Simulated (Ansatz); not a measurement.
Cell of rock-salt ZrN (1 1 1) on 3C silicon carbide (1 1 1) (film strained to the substrate, started from cuts of the bulks and a machine-learned relaxation; slabs C6Si6 and N4Zr4, which can lie off the formulas), relaxed at this level with a, b, gamma of the cell held:

```yaml
crystal:
  lattice:
    - [3.09704, -0.00030, -0.02992]
    - [1.54819, 2.68095, -0.10463]
    - [0.25827, -0.89401, 26.53377]
  atoms:
    - { symbol: C, position: [0.88160, 0.86466, 0.06635] }
    - { symbol: C, position: [0.18317, 0.26144, 0.16136] }
    - { symbol: C, position: [0.48464, 0.65843, 0.25692] }
    - { symbol: C, position: [0.78608, 0.05549, 0.35242] }
    - { symbol: C, position: [0.08760, 0.45238, 0.44782] }
    - { symbol: C, position: [0.38849, 0.85045, 0.54488] }
    - { symbol: Si, position: [0.55619, 0.51551, 0.04258] }
    - { symbol: Si, position: [0.85770, 0.91244, 0.13787] }
    - { symbol: Si, position: [0.15920, 0.30936, 0.23329] }
    - { symbol: Si, position: [0.46067, 0.70636, 0.32874] }
    - { symbol: Si, position: [0.76215, 0.10331, 0.42420] }
    - { symbol: Si, position: [0.06361, 0.50024, 0.51957] }
    - { symbol: N, position: [0.36976, 0.88842, 0.60128] }
    - { symbol: N, position: [0.67019, 0.28746, 0.69999] }
    - { symbol: N, position: [0.96839, 0.69105, 0.80557] }
    - { symbol: N, position: [0.26768, 0.09248, 0.90781] }
    - { symbol: Zr, position: [0.02051, 0.58681, 0.64877] }
    - { symbol: Zr, position: [0.31958, 0.98870, 0.75206] }
    - { symbol: Zr, position: [0.61805, 0.39174, 0.85665] }
    - { symbol: Zr, position: [0.91688, 0.79410, 0.96025] }
```

Level of theory: PBE (plane waves to 420 eV, PAW; Ansatz, a quantum-chemistry and plane-wave program). Scalar-relativistic, without spin–orbit coupling; the runs are not spin-polarised. Its k-point mesh 12×12×1, Fermi–Dirac width 0.05 eV.

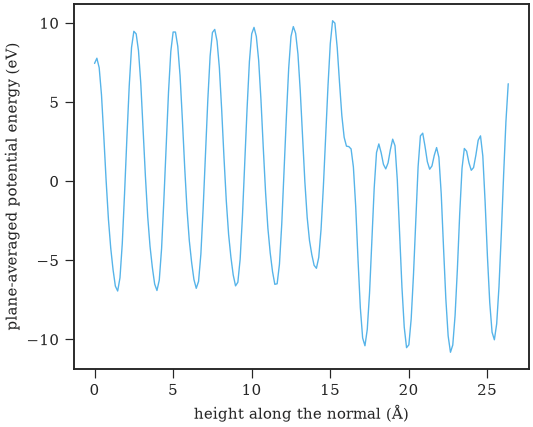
Figure: Smooth (PAW) electrostatic potential energy of an electron, averaged over planes, about its mean

The curve spans 21.0 eV over the stretch drawn.
